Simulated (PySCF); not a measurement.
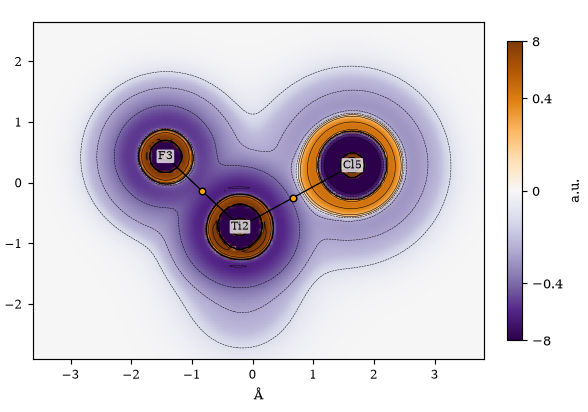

Figure. Cl2F2Ti, SMILES `F[Ti](F)(Cl)Cl`. Negative Laplacian of the density (−∇²ρ) in the plane of Ti2, F3 and Cl5 (orange positive, purple negative, colour scale in a.u., logarithmic beyond ±0.04), with bond paths and bond critical points (dots).

Method: PBE0/def2-TZVP; geometry: GFN2-xTB; program: PySCF. This is a single-reference result, which may miss multireference character in this system. No frequency check shows the geometry to be a minimum. GFN2-xTB bond lengths at metals and heavier atoms can be off by up to 0.1 Å and shapes distorted, which carries into these values.

Cartesian coordinates (Å):

```
F1       0.0001   -1.2364    1.4652
Ti2     -0.0000   -0.3911    0.0000
F3      -0.0001   -1.2364   -1.4652
Cl4     -1.6653    0.9076    0.0001
Cl5      1.6654    0.9076   -0.0001
```

Q: At which bond critical points in this plane is charge locally concentrated, and at which depleted?

A: At none is it concentrated. Depleted (∇²ρ > 0): Ti2–F3 (+1.01 a.u., H = −0.071); Ti2–Cl5 (+0.30 a.u., H = −0.043). A positive Laplacian with negative H is typical of metal–ligand bonds.
